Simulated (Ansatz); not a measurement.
**Ligand exchange: In(CH3)3 + C3H5F → In(CH3)2F + C4H8**

Gas-phase species: In(CH3)3 (trimethylindium (TMIn)), singlet; C3H5F `C/C=C/F`, singlet; In(CH3)2F, singlet; C4H8 (trans-2-butene) `C/C=C/C`, singlet. The partners trade CH3 for F: In–CH3 and C–F bonds give way to In–F and C–CH3.

Shapes, held fixed at every level: PBE0-D4/def2-TZVP. Programs: Ansatz 0.2.0. Electronic energies: no zero-point or thermal term.

| level | kind | ΔE (kJ/mol) | less CCSD(T)/def2-TZVPP |
| --- | --- | --- | --- |
| r2SCAN-D4/def2-TZVPP | meta-GGA | -156.1 | -6.5 |
| wB97M-V/def2-TZVPP | range-separated hybrid | -150.0 | -0.4 |
| MP2/def2-SVP | perturbation theory | -165.9 | -16.3 |
| MP2/def2-TZVPP | perturbation theory | -156.3 | -6.7 |
| CCSD(T)/def2-SVP | coupled cluster or CI | -157.4 | -7.8 |
| CCSD/def2-SVP | coupled cluster or CI | -158.6 | -9.0 |
| CCSD(T)/def2-TZVPP | coupled cluster or CI | -149.6 | 0.0 |

The highest level, CCSD(T)/def2-TZVPP, gives ΔE = -149.6 kJ/mol; the levels span -165.9 to -149.6. The column of differences is taken from that level and isn't an error. No measured value is set beside it here. For atoms past krypton def2 sets carry core potentials with scalar relativity. Outer-core shells of In are correlated, in sets that cover them unevenly.

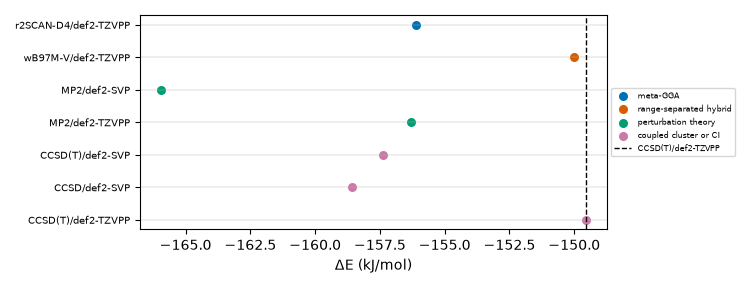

The values of the table, level by level.
